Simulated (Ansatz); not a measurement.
**Run report: C$_{2}$H$_{3}$OSi (charge +1), single-point calculation**

System: C$_{2}$H$_{3}$OSi, charge +1, SMILES O[CH+]C#[SiH].
Method: RKS r2SCAN-D4/def2-TZVPP (Ansatz 0.2.0).

The geometry: a frame of the PBE0-D4/def2-SVP trajectory. Figures and captions count atoms from 1; the log counts them from 0 in places.

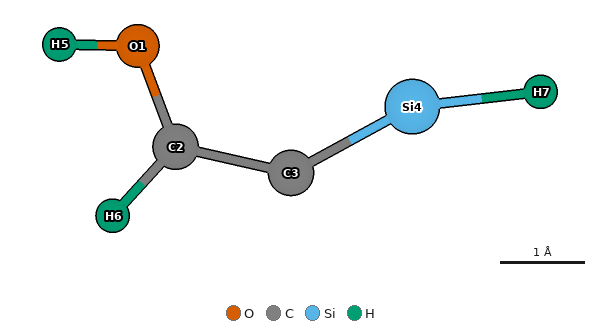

Figure 1. The structure (ball-and-stick view, seen at a tilt; atoms are numbered from 1 in the order of the input). Bond lengths as drawn: C–C 1.43 Å, C–H 1.13 Å, C–O 1.30 Å, C–Si 1.67 Å, H–O 0.97 Å and H–Si 1.55 Å.

Results in brief:

- outcome: converged
- total energy: −12034.6867 eV
- mean-field energy: −12034.6604 eV
- dispersion energy: −0.0264 eV
- SCF solution under orbital rotations: stable
- largest force (length of the vector): 2.410 eV/Å
- hardware: 2 threads of AMD EPYC, 180 GiB of memory available, shared host
- wall time: 8.1 s (CPU time 15 s)
- peak memory: 0.2 GiB

Input file:
```yaml
crystal:
  periodic: [false, false, false]
  atoms:
    - {symbol: O, position_ang: [-0.838038, 1.246421, 0.350511]}
    - {symbol: C, position_ang: [0.130648, 0.498218, 0.776623]}
    - {symbol: C, position_ang: [0.613966, -0.641276, 0.065867]}
    - {symbol: Si, position_ang: [0.280021, -1.473567, -1.339086]}
    - {symbol: H, position_ang: [-0.903129, 2.070288, 0.865529]}
    - {symbol: H, position_ang: [0.620289, 0.801157, 1.744212]}
    - {symbol: H, position_ang: [0.494920, -2.498450, -2.487263]}
basis:
  gaussian: {orbitals: def2-TZVPP}
total_charge: 1
hamiltonian: {xc: r2scan, dispersion: d4}
output: {forces: true}
```

Launched with:
```bash
ansatz run in.yaml --threads 2 --pin off --events-out ev --progress --plain --max-ram 3481MiB
```

The program's output:
```
Functional definition: r2SCAN
  name "r2SCAN"
  cite "Furness, Kaplan, Ning, Perdew & Sun, J. Phys. Chem. Lett. 11, 8208 (2020) doi:10.1021/acs.jpclett.0c02405"
  cite "Furness, Kaplan, Ning, Perdew & Sun, J. Phys. Chem. Lett. 11, 9248 (2020) doi:10.1021/acs.jpclett.0c03077"
  parent r2scan
  parameter k0 = 0.174
  parameter k1 = 0.065
  parameter a1 = 4.9479
  exchange = r2scan_x(k0 = k0, k1 = k1, a1 = a1)
  correlation = r2scan_c
976 factors; their error is unknown
mean field evaluation 1: about -12010.1401 eV, gradient 9.9e1 eV
mean field evaluation 2: about -11810.5035 eV, gradient 2.4e2 eV
mean field evaluation 4: about -12026.8280 eV, gradient 5.7e1 eV
mean field evaluation 8: about -12034.6825 eV, gradient 9.6e-1 eV
mean field evaluation 16: about -12034.6603 eV, gradient 7.4e-4 eV
mean field -12034.66034158 eV, -442.2656101672 hartree, gradient 7.5e-5 eV, S^2 0.000000; 0 other end points of the search recorded, 0 dependent functions left out
the calculation of the forces begins
reference -12034.66035288 eV, -442.2656105824 hartree; 18, 18 occupied and 159, 159 virtual orbitals, 976 factors
Total energy: -12034.68670582 eV, -442.2665790354 hartree
Atom 0 at    -0.838038     1.246421     0.350511 Å, force     0.042042     0.165972    -0.170882 eV/Å
Atom 1 at     0.130648     0.498218     0.776623 Å, force     1.693659    -1.707280    -0.154355 eV/Å
Atom 2 at     0.613966    -0.641276     0.065867 Å, force    -1.282060     1.580831     0.554677 eV/Å
Atom 3 at     0.280021    -1.473567    -1.339086 Å, force    -0.059394    -0.062592    -0.487480 eV/Å
Atom 4 at    -0.903129     2.070288     0.865529 Å, force    -0.194555    -0.172664     0.073214 eV/Å
Atom 5 at     0.620289     0.801157     1.744212 Å, force    -0.334800    -0.370114    -0.922761 eV/Å
Atom 6 at     0.494920    -2.498450    -2.487263 Å, force     0.135109     0.565847     1.107587 eV/Å
Dipole moment:    -0.006568    -0.035621    -0.169372 e Å
```

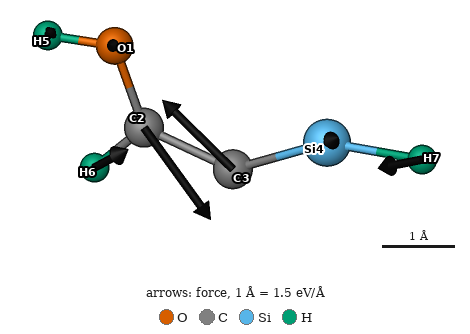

Figure 2. Forces on the atoms as black arrows (ball-and-stick view, seen at a tilt; atoms are numbered from 1 in the order of the input). The largest act on C2 (2.41 eV/Å); C3 (2.11 eV/Å); H7 (1.25 eV/Å); H6 (1.05 eV/Å). The geometry is not a stationary point of this energy.
